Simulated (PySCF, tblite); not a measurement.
# C5H8OSi: dynamics, then NMR shifts on frames, part 2 of 2

tblite 0.8.0 and PySCF 2.14.0. Atoms count from 0. Earlier steps stand in the parts before.

## 5. NMR shieldings: 625 fs, PBE0/pcSseg-1

Job settings and geometry (Å):

```
{"job": {"kind": "nmr", "xc": "PBE0", "basis": "pcSseg-1", "pop": false}, "charge": 0, "multiplicity": 1}
Si    -2.378600     1.421500    -0.216500
C     -1.489200     0.056800     0.670100
C     -0.096800    -0.107500     0.205400
C      0.934100     0.913500     0.311600
C      2.044400     0.372900    -0.217500
O      1.754500    -0.913200    -0.588200
C      0.457100    -1.156700    -0.415700
H     -1.706900     1.880200    -1.476500
H     -3.744800     1.138100    -0.526400
H     -2.286600     2.621900     0.722600
H     -1.947800    -0.930600     0.359500
H     -1.565100     0.088000     1.792800
H      0.742200     1.935100     0.564500
H      3.056200     0.639400    -0.365100
H     -0.062900    -2.121600    -0.588300
```

With the program's defaults for keys left out, this is: GIAO PBE0/pcSseg-1 NMR shielding, non-relativistic, gas phase.

Standard output:

```text
coarse grid: 13104 points
cycle   1  E = -559.4318251922  dE =  1.128e+00  |g| = 4.619e-01  |ddm| = 3.607e+00
cycle   2  E = -559.4127831596  dE =  1.904e-02  |g| = 5.707e-01  |ddm| = 8.886e-01
cycle   3  E = -559.4790526715  dE = -6.627e-02  |g| = 7.164e-02  |ddm| = 4.782e-01
cycle   4  E = -559.4799093316  dE = -8.567e-04  |g| = 2.680e-02  |ddm| = 6.618e-02
cycle   5  E = -559.4800559715  dE = -1.466e-04  |g| = 8.595e-03  |ddm| = 2.999e-02
cycle   6  E = -559.4800677500  dE = -1.178e-05  |g| = 4.921e-03  |ddm| = 1.253e-02
cycle   7  E = -559.4800735578  dE = -5.808e-06  |g| = 5.471e-04  |ddm| = 4.585e-03
final grid: 122152 points
cycle   8  E = -559.5313797744  dE = -1.986e-05  |g| = 1.045e-02  |ddm| = 3.405e-02
cycle   9  E = -559.5313440624  dE =  3.571e-05  |g| = 1.727e-02  |ddm| = 1.946e-02
cycle  10  E = -559.5313998779  dE = -5.582e-05  |g| = 2.150e-03  |ddm| = 1.346e-02
cycle  11  E = -559.5314010033  dE = -1.125e-06  |g| = 2.663e-04  |ddm| = 2.168e-03
cycle  12  E = -559.5314010144  dE = -1.107e-08  |g| = 1.382e-04  |ddm| = 3.084e-04
cycle  13  E = -559.5314010191  dE = -4.703e-09  |g| = 1.781e-05  |ddm| = 1.468e-04
cycle  14  E = -559.5314010191  dE = -5.116e-11  |g| = 1.021e-05  |ddm| = 2.547e-05
converged SCF energy = -559.5314010191

GIAO shielding tensors (ppm)
atom      isotropic    diamagn.    paramagn.     s11        s22        s33       span
  0 Si     416.884     878.265    -461.381    358.679    420.229    471.745    113.066
  1 C      179.591     248.902     -69.310    165.334    180.740    192.699     27.366
  2 C       52.369     263.703    -211.335    -30.100     40.923    146.282    176.382
  3 C       67.841     254.053    -186.212    -17.502     64.463    156.563    174.065
  4 C       37.341     254.676    -217.334    -38.420     45.604    104.840    143.260
  5 O       41.190     397.127    -355.938   -104.690     -1.722    229.981    334.672
  6 C       46.548     255.060    -208.512    -35.283     71.323    103.604    138.887
  7 H       27.507      28.190      -0.683     24.204     27.114     31.202      6.999
  8 H       27.993      28.329      -0.336     24.163     25.826     33.991      9.827
  9 H       26.633      27.697      -1.063     23.574     24.743     31.582      8.008
 10 H       28.588      30.200      -1.612     23.085     28.701     33.979     10.894
 11 H       28.696      28.542       0.154     24.468     25.976     35.644     11.176
 12 H       25.128      33.391      -8.263     22.918     24.439     28.028      5.110
 13 H       24.398      31.102      -6.705     21.686     25.522     25.986      4.300
 14 H       23.571      31.292      -7.722     21.045     23.243     26.424      5.379
```

Run time: 14 s. Hardware: 1 thread of AMD EPYC 9B14, shared host; peak memory 0.77 GiB.

In short: δ C4 149.6, C6 140.4, C2 134.6, C3 119.1, H14 8.15, H13 7.32 ppm.

## 6. Nuclear shieldings: 800 fs, PBE0/pcSseg-1

Job settings and geometry (Å):

```
{"job": {"kind": "nmr", "xc": "PBE0", "basis": "pcSseg-1", "pop": false}, "charge": 0, "multiplicity": 1}
Si    -2.536100     0.818600     0.684400
C     -1.116400    -0.373400     1.076100
C      0.141400    -0.223300     0.249000
C      1.120100     0.740700     0.254300
C      2.141200     0.426000    -0.598500
O      1.918800    -0.731600    -1.171200
C      0.678000    -1.185000    -0.582200
H     -2.407100     2.126300     1.290300
H     -2.629400     1.198600    -0.689600
H     -3.808000     0.166700     1.238400
H     -1.518500    -1.382100     0.899400
H     -0.840000    -0.398800     2.130900
H      1.090600     1.692700     0.815500
H      2.999000     1.046200    -0.821200
H      0.386500    -2.132500    -0.796100
```

Level: GIAO PBE0/pcSseg-1 NMR shielding, non-relativistic, gas phase.

Standard output:

```text
coarse grid: 13104 points
cycle   1  E = -559.4309400520  dE =  1.056e+00  |g| = 4.374e-01  |ddm| = 3.609e+00
cycle   2  E = -559.4163179576  dE =  1.462e-02  |g| = 5.319e-01  |ddm| = 8.025e-01
cycle   3  E = -559.4730424518  dE = -5.672e-02  |g| = 8.105e-02  |ddm| = 4.191e-01
cycle   4  E = -559.4740593624  dE = -1.017e-03  |g| = 3.390e-02  |ddm| = 6.647e-02
cycle   5  E = -559.4742798982  dE = -2.205e-04  |g| = 1.186e-02  |ddm| = 3.421e-02
cycle   6  E = -559.4743093448  dE = -2.945e-05  |g| = 4.736e-03  |ddm| = 1.421e-02
cycle   7  E = -559.4743146166  dE = -5.272e-06  |g| = 7.707e-04  |ddm| = 4.152e-03
final grid: 122152 points
cycle   8  E = -559.5261840533  dE = -1.726e-05  |g| = 1.085e-02  |ddm| = 3.066e-02
cycle   9  E = -559.5261405854  dE =  4.347e-05  |g| = 1.863e-02  |ddm| = 1.918e-02
cycle  10  E = -559.5262060734  dE = -6.549e-05  |g| = 2.237e-03  |ddm| = 1.305e-02
cycle  11  E = -559.5262072558  dE = -1.182e-06  |g| = 3.105e-04  |ddm| = 2.062e-03
cycle  12  E = -559.5262072735  dE = -1.774e-08  |g| = 1.417e-04  |ddm| = 3.743e-04
cycle  13  E = -559.5262072785  dE = -4.984e-09  |g| = 2.691e-05  |ddm| = 1.574e-04
cycle  14  E = -559.5262072786  dE = -1.251e-10  |g| = 1.722e-05  |ddm| = 3.634e-05
converged SCF energy = -559.5262072786

GIAO shielding tensors (ppm)
atom      isotropic    diamagn.    paramagn.     s11        s22        s33       span
  0 Si     422.004     877.950    -455.947    376.725    406.943    482.343    105.618
  1 C      180.568     248.057     -67.490    167.270    176.267    198.166     30.896
  2 C       55.571     257.420    -201.849    -40.373     41.517    165.570    205.944
  3 C       70.924     253.134    -182.209    -12.246     77.099    147.921    160.167
  4 C       37.537     256.402    -218.865    -47.023     46.030    113.605    160.628
  5 O        9.946     398.934    -388.988   -156.005    -56.324    242.167    398.173
  6 C       25.279     253.095    -227.816    -37.806     36.819     76.824    114.631
  7 H       27.718      28.490      -0.772     24.239     26.056     32.859      8.620
  8 H       28.203      28.763      -0.559     24.947     26.880     32.783      7.836
  9 H       26.873      26.562       0.310     23.404     24.737     32.478      9.074
 10 H       29.302      30.570      -1.267     23.601     29.045     35.262     11.661
 11 H       29.497      28.910       0.586     24.777     27.356     36.357     11.580
 12 H       25.192      32.251      -7.059     22.350     25.686     27.539      5.189
 13 H       23.779      29.961      -6.182     21.327     24.299     25.711      4.384
 14 H       24.825      34.865     -10.040     22.738     23.465     28.273      5.535
```

It took 14 s on 1 thread of AMD EPYC 9B14, shared host; peak memory 0.77 GiB.

In short: δ C6 161.6, C4 149.4, C2 131.4, C3 116.0, H13 7.94, H14 6.89 ppm.

## 7. NMR shieldings: 1000 fs, PBE0/pcSseg-1

Job settings and geometry (Å):

```
{"job": {"kind": "nmr", "xc": "PBE0", "basis": "pcSseg-1", "pop": false}, "charge": 0, "multiplicity": 1}
Si    -2.233900     0.859300     1.105200
C     -0.739300    -0.363100     1.257900
C      0.301800    -0.202300     0.155200
C      1.118900     0.959900     0.001500
C      2.197300     0.520800    -0.755500
O      2.022600    -0.724800    -1.143300
C      0.863300    -1.210000    -0.595300
H     -1.923600     2.312200     1.457400
H     -2.597400     0.665100    -0.348400
H     -3.393200     0.470800     1.905200
H     -1.285000    -1.310800     1.235400
H     -0.250900    -0.285000     2.221000
H      0.912200     1.967000     0.435400
H      3.003200     1.134400    -1.104100
H      0.663700    -2.212400    -0.830200
```

With the program's defaults for keys left out, this is: GIAO PBE0/pcSseg-1 NMR shielding, non-relativistic, gas phase.

Standard output:

```text
coarse grid: 13104 points
cycle   1  E = -559.4401142421  dE =  9.694e-01  |g| = 4.332e-01  |ddm| = 3.560e+00
cycle   2  E = -559.4237993171  dE =  1.631e-02  |g| = 5.340e-01  |ddm| = 7.908e-01
cycle   3  E = -559.4815438586  dE = -5.774e-02  |g| = 6.838e-02  |ddm| = 4.209e-01
cycle   4  E = -559.4822868252  dE = -7.430e-04  |g| = 2.658e-02  |ddm| = 5.740e-02
cycle   5  E = -559.4824269696  dE = -1.401e-04  |g| = 8.537e-03  |ddm| = 2.654e-02
cycle   6  E = -559.4824384066  dE = -1.144e-05  |g| = 4.993e-03  |ddm| = 1.191e-02
cycle   7  E = -559.4824445125  dE = -6.106e-06  |g| = 3.840e-04  |ddm| = 4.411e-03
final grid: 122152 points
cycle   8  E = -559.5341055588  dE = -2.113e-05  |g| = 1.037e-02  |ddm| = 2.772e-02
cycle   9  E = -559.5340701520  dE =  3.541e-05  |g| = 1.710e-02  |ddm| = 1.904e-02
cycle  10  E = -559.5341256311  dE = -5.548e-05  |g| = 2.243e-03  |ddm| = 1.263e-02
cycle  11  E = -559.5341268395  dE = -1.208e-06  |g| = 2.887e-04  |ddm| = 2.083e-03
cycle  12  E = -559.5341268545  dE = -1.502e-08  |g| = 1.328e-04  |ddm| = 3.564e-04
cycle  13  E = -559.5341268589  dE = -4.393e-09  |g| = 2.023e-05  |ddm| = 1.436e-04
cycle  14  E = -559.5341268590  dE = -7.458e-11  |g| = 9.016e-06  |ddm| = 2.553e-05
converged SCF energy = -559.5341268590

GIAO shielding tensors (ppm)
atom      isotropic    diamagn.    paramagn.     s11        s22        s33       span
  0 Si     413.329     878.514    -465.185    381.003    395.535    463.449     82.446
  1 C      176.276     247.006     -70.729    161.769    172.965    194.096     32.327
  2 C       53.438     257.675    -204.236    -25.875     34.076    152.114    177.989
  3 C       60.601     254.590    -193.988    -33.652     68.159    147.298    180.950
  4 C       37.053     255.868    -218.815    -49.470     46.551    114.080    163.549
  5 O       28.946     396.751    -367.804   -134.482    -39.943    261.264    395.747
  6 C       40.809     252.091    -211.281    -29.938     52.220    100.147    130.085
  7 H       26.621      28.085      -1.463     23.032     25.521     31.311      8.278
  8 H       27.055      28.411      -1.356     23.924     25.963     31.278      7.354
  9 H       27.520      28.295      -0.775     24.141     25.340     33.079      8.938
 10 H       29.601      30.539      -0.938     23.933     29.292     35.577     11.644
 11 H       29.920      29.435       0.485     25.063     27.949     36.750     11.687
 12 H       24.078      31.819      -7.741     21.629     23.456     27.149      5.520
 13 H       23.947      29.806      -5.859     21.403     23.855     26.583      5.181
 14 H       24.365      32.925      -8.560     21.566     24.389     27.140      5.574
```

Run time: 13 s. Hardware: 1 thread of AMD EPYC 9B14, shared host; peak memory 0.77 GiB.

In short: δ C4 149.9, C6 146.1, C2 133.5, C3 126.3, H13 7.77, H12 7.64 ppm.

## 8. Run by run: NMR shifts

Shifts (ppm) of some atoms, chosen among heavy atoms and hydrogens apart, with basis size and wall time:

| frame | C6 | C2 | C3 | H12 | H11 | Si0 | O5 | functions | time |
| --- | --- | --- | --- | --- | --- | --- | --- | --- | --- |
| 250 fs | 145.3 | 124.0 | 113.4 | 6.75 | 3.64 | -72.2 | 325.2 | 166 | 19 s |
| 425 fs | 144.9 | 132.8 | 118.4 | 6.01 | 1.36 | -67.5 | 287.2 | 166 | 13 s |
| 625 fs | 140.4 | 134.6 | 119.1 | 6.59 | 3.02 | -67.7 | 294.9 | 166 | 14 s |
| 800 fs | 161.6 | 131.4 | 116.0 | 6.53 | 2.22 | -72.8 | 326.1 | 166 | 14 s |
| 1000 fs | 146.1 | 133.5 | 126.3 | 7.64 | 1.80 | -64.2 | 307.1 | 166 | 13 s |

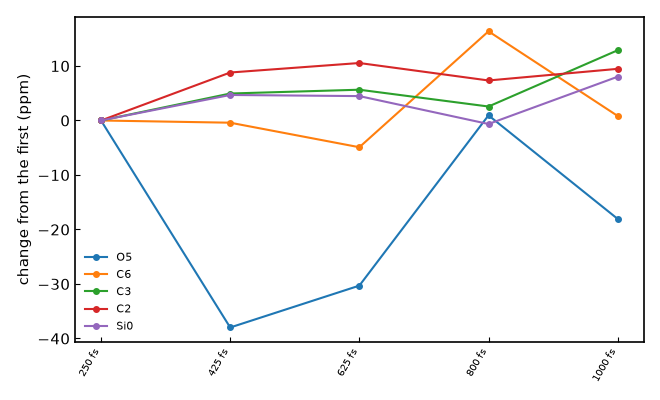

How five of the tabulated atoms move from run to run.

## 9. What came out

The summary covers parts 1 to 2.

| quantity | value |
| --- | --- |
| thermostat | 300 K |
| mean temperature, second half | 297 K |
| mean potential energy above the minimum | 0.55 eV |
| 13C shifts against TMS (PBE0/pcSseg-1, 250 fs) | 152.2, 145.3, 124.0, 113.4, 12.7 ppm |
| 1H shifts against TMS (PBE0/pcSseg-1, 250 fs) | 7.66, 6.92, 6.75, 4.21, 3.65, 3.64, 3.50, 2.97 ppm |
| 29Si shifts against TMS (PBE0/pcSseg-1, 250 fs) | -72.2 ppm |
| 17O shifts against H2O (PBE0/pcSseg-1, 250 fs) | 325.2 ppm |
| surface potential, least and greatest | -1.02 V and 1.09 V |
| range of the shift of O5 | 287.2 to 326.1 ppm |

What this shows: In the second half the potential energy averages 0.55 eV above the minimum; equipartition over 39 harmonic modes at 300 K would give 0.50 eV. With 15 atoms the temperature swings widely (92 to 449 K). Shifts at one fixed geometry are not the observed spectrum, which averages over the motion. In the first frame run (250 fs): The largest span, 333 ppm, is at O5, where the paramagnetic term is -389 ppm. NICS(1)zz of -25 ppm above the planar ring from C2 marks a diatropic (aromatic) ring current. In ppm, O5 moves most: its shift spreads over 38.9 ppm, from 287.2 (425 fs) to 326.1 (800 fs).
